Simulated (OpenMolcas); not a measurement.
# One shape, several levels: singlet InNH2Cl+

Aim: a comparison of 6 runs (HF/3-21G, B2PLYP/def2-SVP, BHLYP/def2-SVP, M06-2X/def2-SVP, M06-L/def2-SVP, CCSD(T)/def2-SVP) of singlet InNH2Cl+. 

The calculation is run with OpenMolcas 26.06.

### 1 Starting point

The species is InNH2Cl+ (5 atoms), meant as a singlet with charge +1. SMILES of the parent species: `[NH2][In][Cl]`. Geometry: relaxed at PBE0-D4/def2-TZVP. This is one conformer, not always the lowest. That shape belongs to the parent species and isn't relaxed for this state.

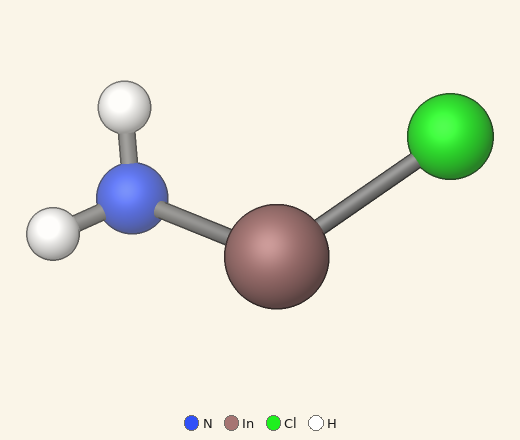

The structure, seen from a chosen angle (nitrogen blue, indium brown, chlorine green, hydrogen white).

### 2 The energy at HF/3-21G (run 1)

The input, job.input:

```
&gateway
 baslib=$CurrDir
 basisset
 N.3-21G....
 N1 -0.142600 0.808600 -0.493900 angstrom
 End of Basis
 basisset
 In.3-21G....
 In2 -0.411600 -1.217800 -0.153300 angstrom
 End of Basis
 basisset
 Cl.3-21G....
 Cl3 1.391500 -2.211500 1.018700 angstrom
 End of Basis
 basisset
 H.3-21G....
 H4 -0.999700 1.283800 -0.756700 angstrom
 H5 0.212300 1.263200 0.343800 angstrom
 End of Basis

&seward

&scf
 charge=1
 thresholds=1e-10 1e-07 1e-07 1e-05
 prorbitals=1 1
```

The basis set 3-21G is read from a file made from the Basis Set Exchange's data (not shown).

The run is started by

```console
$ export MOLCAS_MEM=1860
$ pymolcas job.input > job.log
```

The program printed:

```text
--- Start Module: gateway ---
[...]
--- Stop Module: gateway /rc=_RC_ALL_IS_WELL_ ---
--- Start Module: seward ---
[...]
      Basis functions           57
--- Stop Module: seward /rc=_RC_ALL_IS_WELL_ ---
--- Start Module: scf ---
[...]
       Convergence after  20 Iterations
[...]
::    Total SCF energy                              -6227.0983707419
[...]
      Total spin, S                                     0.0000000000
[...]
      Total electronic charge=   74.000000
      Total            charge=    1.000000
[...]
      Dipole Moment (debye):
      Origin of the operator (angstrom)=   -0.0086   -1.2259    0.0644
                   X= -6.3061E+00               Y=  1.4456E+00               Z= -2.0776E+00           Total=  6.7951E+00
      Center of Charge (angstrom)
[...]
--- Stop Module: scf /rc=_RC_ALL_IS_WELL_ ---
[...]
```

Run time: 2.1 s. Hardware: 1 thread of Intel Xeon 6975P-C (Granite Rapids), shared host; peak memory 0.39 GiB.

### 3 The energy at B2PLYP/def2-SVP (core potential) (run 2)

The input, mol.inp:

```
>>> EXPORT MOLCAS_PRINT=2

&GATEWAY
  BasLib = $CurrDir
  Coord
  5
  bohr
  N     -0.26947495     1.52803254    -0.93333573
  In    -0.77781127    -2.30130847    -0.28969501
  Cl     2.62955390    -4.17912932     1.92506400
  H     -1.88915921     2.42603040    -1.42995576
  H      0.40118886     2.38710204     0.64968784
  Basis = def2-SVP
  Group = NoSym

&SEWARD
  GridInput
  Grid=UltraFine
  End of Grid

&SCF
  Charge = 1
  KSDFT = B2PLYP_SCF
  Thresholds = 1e-10 1e-07 1e-07 1e-05
  PrOrbitals = 1 2

&MBPT2
  Frozen = 10
```

The basis set def2-SVP is read from a file made from the Basis Set Exchange's data (not shown).

The run is started by

```console
$ export MOLCAS_MEM=1860
$ pymolcas mol.inp > mol.log
```

The program printed:

```text
--- Start Module: gateway ---
[...]
--- Stop Module: gateway /rc=_RC_ALL_IS_WELL_ ---
[...]
      Basis functions           68
[...]
--- Start Module: scf ---
[...]
       Convergence after  21 Iterations
[...]
::    Total KS-DFT energy                            -705.2167743511
[...]
      Total spin, S                                     0.0000000000
[...]
      Total electronic charge=   46.000000
      Total            charge=    1.000000
[...]
      Dipole Moment (debye):
      Origin of the operator (angstrom)=   -0.0086   -1.2259    0.0644
                   X= -4.2946E+00               Y=  1.7457E+00               Z= -1.4614E+00           Total=  4.8607E+00
      Center of Charge (angstrom)
[...]
--- Stop Module: scf /rc=_RC_ALL_IS_WELL_ ---
[...]
--- Start Module: mbpt2 ---
[...]
 ###    WARNING: MP2 implementation intended for RHF references only         ###
 ###############################################################################
MBPT2 WARNING: Reference function according to RunFile:KS-DFT
I'll assume you know what you're doing and continue
WARNING!
Default frozen orbitals as non valence orbitals is overwritten by user input.
Default values:   6
[...]
       Reference weight ( Cref**2 )         =        0.78395
::    Total MBPT2 energy                             -705.7040234510
[...]
      Total MBPT2 calculations                           0.10      0.13
--- Stop Module: mbpt2 /rc=_RC_ALL_IS_WELL_ ---
[...]
```

Run time: 12 s. Hardware: 1 thread of Intel Xeon 6975P-C (Granite Rapids), shared host; peak memory 0.41 GiB.

Runs 3 to 5 aren't shown in full; the table further down has their settings and results.

### 4 The energy at CCSD(T)/def2-SVP (core potential) (run 6)

The input, input.xyz:

```xyz
5

N     -0.142600     0.808600    -0.493900
In    -0.411600    -1.217800    -0.153300
Cl     1.391500    -2.211500     1.018700
H     -0.999700     1.283800    -0.756700
H      0.212300     1.263200     0.343800
```

The input, calc.input:

```
&GATEWAY
 BasLib
 $CurrDir
 Coord
 input.xyz
 Basis
 def2-SVP
 Group
 NoSym

&SEWARD

&SCF
 Charge
 1
 Thresholds
 1e-10 1e-07 1e-07 1e-05
 PrOrbitals
 0

&RASSCF
 FileOrb
 $Project.ScfOrb
 Spin
 1
 Nactel
 0 0 0
 Inactive
 23
 Ras2
 0
 OutOrbitals
 Canonical
 OrbListing
 NoCore

&MOTRA
 JobIph
 Frozen
 10

&CCSDT
 CCT
 Triples
 2
 Iterations
 80
 Accuracy
 1e-08
 Extrapolation
 5 4
```

The basis set def2-SVP is read from a file made from the Basis Set Exchange's data (not shown).

The run is started by

```console
$ export MOLCAS_MEM=1860
$ pymolcas calc.input > calc.log
```

The program printed:

```text
--- Start Module: gateway ---
[...]
--- Stop Module: gateway /rc=_RC_ALL_IS_WELL_ ---
[...]
      Basis functions           68
[...]
       Convergence after  20 Iterations
[...]
::    Total SCF energy                               -703.8718785903
[...]
      Total spin, S                                     0.0000000000
[...]
      Number of active orbitals                  0
[...]
      Spin quantum number                      0.0
[...]
      Active orbitals                            0
[...]
      Number of CSFs                             1
[...]
      Number of root(s) required                 1
[...]
      Convergence after  4 iterations
[...]
      Natural orbitals and occupation numbers for root  1
      ************************************************************************************************************************
      *                                                    Final results                                                     *
      ************************************************************************************************************************
[...]
::    RASSCF root number  1 Total energy:   -703.87187859
[...]
      Total electronic charge=   46.000000
      Total            charge=    1.000000
[...]
      Dipole Moment (debye):
      Origin of the operator (angstrom)=   -0.0086   -1.2259    0.0644
                   X= -5.1940E+00               Y=  1.1298E+00               Z= -1.7297E+00           Total=  5.5898E+00
      Center of Charge (angstrom)
[...]
--- Start Module: motra ---
[...]
      *** WARNING: Default frozen orbitals is overwritten by user input.
      *** Default values:   6
[...]
--- Stop Module: motra /rc=_RC_ALL_IS_WELL_ ---
--- Start Module: ccsdt ---
[...]
      Convergence after                    24  Iterations
      Total energy (diff) :    -704.27971575      -0.00000001
[...]
 METHOD                       : CCSD+T(CCSD)+<T3(1)WT1> = CCSD(T)
[...]
       CCSD     =      -704.2797157487801
[...]
--- Stop Module: ccsdt /rc=_RC_ALL_IS_WELL_ ---
[...]
```

It took 19 s on 1 thread of Intel Xeon 6975P-C (Granite Rapids), shared host; peak memory 0.41 GiB.

### 5 Overview of the runs

```tsv
run	level	frozen core orbitals	integration grid	energy (Eh)	HOMO energy (eV)	LUMO energy (eV)	HOMO–LUMO gap (eV)	wall time
1	HF/3-21G	–	–	-6227.098371	-16.22	-7.60	8.63	2.1 s
2	B2PLYP/def2-SVP (core potential)	10	UltraFine	-705.348332	-14.75	-9.49	5.26	12 s
3	BHLYP/def2-SVP (core potential)	–	UltraFine	-705.703767	-14.84	-9.80	5.03	11 s
4	M06-2X/def2-SVP (core potential)	–	UltraFine	-705.713183	-14.90	-9.86	5.04	17 s
5	M06-L/def2-SVP (core potential)	–	UltraFine	-705.972241	-12.78	-11.22	1.56	18 s
6	CCSD(T)/def2-SVP (core potential)	10	–	-704.294869	-16.51	-7.56	8.94	19 s
```

### 6 Outcome

| quantity | value |
| --- | --- |
| run 6: total energy | -704.29487 Eh |
| run 6: HOMO energy (Hartree–Fock orbitals) | -16.51 eV |
| run 6: LUMO energy (Hartree–Fock orbitals) | -7.56 eV |
| run 6: HOMO–LUMO gap (Hartree–Fock orbitals) | 8.94 eV |
| run 6: correlation energy (10 core orbitals frozen) | -423.0 mEh |
| run 6: (T) correction | -15.15 mEh |

In words: Over runs 1, 2, 3, 4, 5 the HOMO–LUMO gap runs from 1.56 eV (M06-L/def2-SVP) to 8.63 eV (HF/3-21G). The two ends differ in method and basis and core potential. For B2PLYP the log adds the whole second-order term; the table takes 0.27 of it, as the functional is defined. Totals of different functionals can't be ranked against each other. Some runs of one species differ in core potentials or relativity; totals across that change don't compare. In run 1 relativity is left out where basis or elements ask for it. All runs together took 79 s, the longest 19 s.
